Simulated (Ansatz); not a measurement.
```csv
atom,x (Å),y (Å),z (Å)
Si,-1.4152,-0.6064,-1.2278
Cl,-1.7503,-2.5886,-0.6080
Si,-0.9649,0.6756,0.6944
Si,-3.3655,0.1411,-2.3136
Si,0.4257,-0.6191,-2.6948
H,-0.7208,2.0965,0.2882
H,0.2505,0.1537,1.3931
H,-2.1292,0.6309,1.6324
H,-4.5307,0.0962,-1.3766
H,-3.1608,1.5533,-2.7690
H,-3.6578,-0.7164,-3.5039
H,1.6415,-1.1413,-1.9973
H,0.6926,0.7806,-3.1565
H,0.1347,-1.4768,-3.8853
```

These are results of Ansatz 0.2.0, DFT PBE, Gaussian basis def2-TZVP, not measurements.

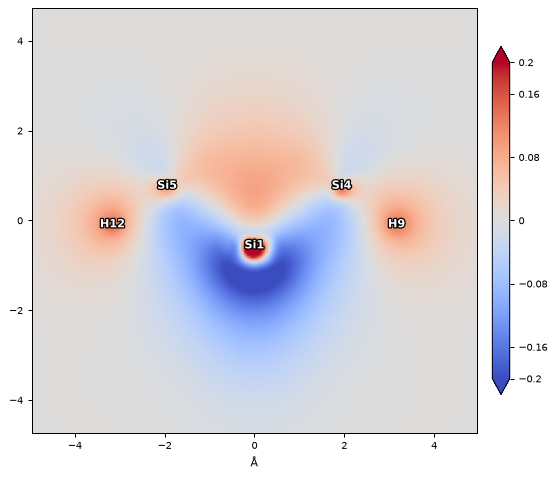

ClH$_{9}$Si$_{4}$ (SMILES [Si](Cl)([SiH3])([SiH3])[SiH3]). One frontier orbital on the plane of atoms Si4, Si1 and Si5 (values in Å⁻³ᐟ²; the overall sign is arbitrary).

### Which orbital is it: HOMO or LUMO?

The LUMO, at −2.00 eV. Its weight (Hirshfeld) is mainly on Si1 (about 35 %), Cl2 (about 20 %), Si3 (about 10 %), Si4 (about 10 %) and Si5 (about 10 %).
